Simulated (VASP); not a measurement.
TaF4

```cif
data_structure
_symmetry_space_group_name_H-M 'P 1'
_symmetry_Int_Tables_number 1
_cell_length_a 6.0642
_cell_length_b 6.0642
_cell_length_c 6.0642
_cell_angle_alpha 90.000
_cell_angle_beta 90.000
_cell_angle_gamma 90.000
_cell_volume 223.01
loop_
_atom_site_label
_atom_site_type_symbol
_atom_site_fract_x
_atom_site_fract_y
_atom_site_fract_z
_atom_site_occupancy
Ta1 Ta 0.00000 0.50000 0.00000 1
Ta2 Ta 0.50000 0.50000 0.50000 1
Ta3 Ta 0.50000 0.00000 0.00000 1
Ta4 Ta 0.00000 0.00000 0.50000 1
F1 F 0.87496 0.87496 0.12504 1
F2 F 0.37496 0.87496 0.62504 1
F3 F 0.37496 0.37496 0.12504 1
F4 F 0.87496 0.37496 0.62504 1
F5 F 0.62504 0.87496 0.37496 1
F6 F 0.12504 0.87496 0.87496 1
F7 F 0.12504 0.37496 0.37496 1
F8 F 0.62504 0.37496 0.87496 1
F9 F 0.62504 0.62504 0.12504 1
F10 F 0.12504 0.62504 0.62504 1
F11 F 0.12504 0.12504 0.12504 1
F12 F 0.62504 0.12504 0.62504 1
F13 F 0.87496 0.62504 0.37496 1
F14 F 0.37496 0.62504 0.87496 1
F15 F 0.37496 0.12504 0.37496 1
F16 F 0.87496 0.12504 0.87496 1
```

Space group F-43m; a generated structure, not necessarily the stable one.

Theory: VASP, Kohn-Sham DFT of a periodic cell, PBE, VASP PAW PBE potentials, recommended.

> Predict the valence pseudo-density and electron localisation function between the atoms.

Ta–F (2.51 Å): ρ at the midpoint is about 0.24 e/Å³; the ELF is about 0.10 at the midpoint; no localised pair shows between them.

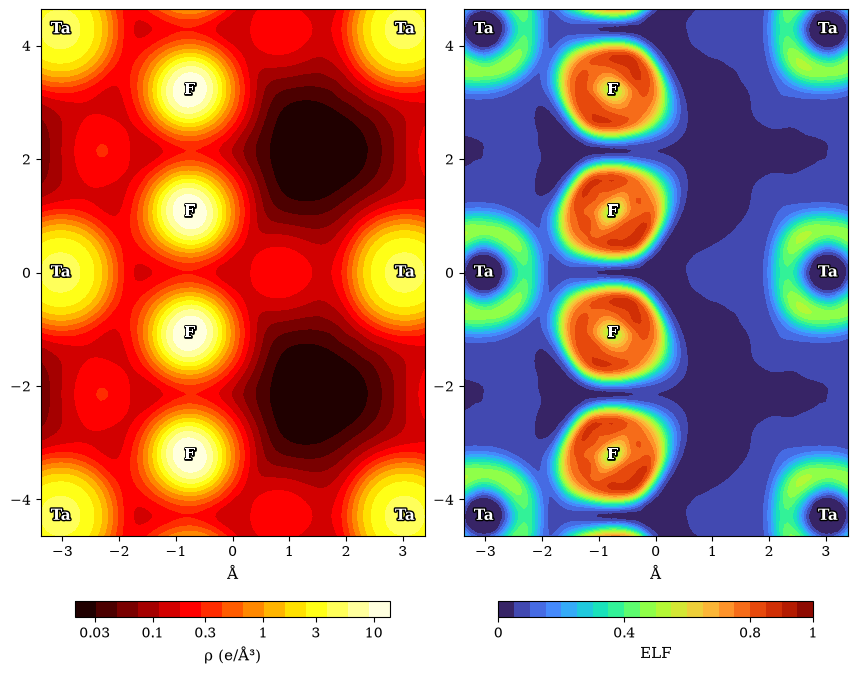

Computed valence pseudo-density and electron localisation function on the (011) plane of the conventional cell, in this order. 

In a PAW calculation such maps are meaningful between the atoms, not at the nuclei.
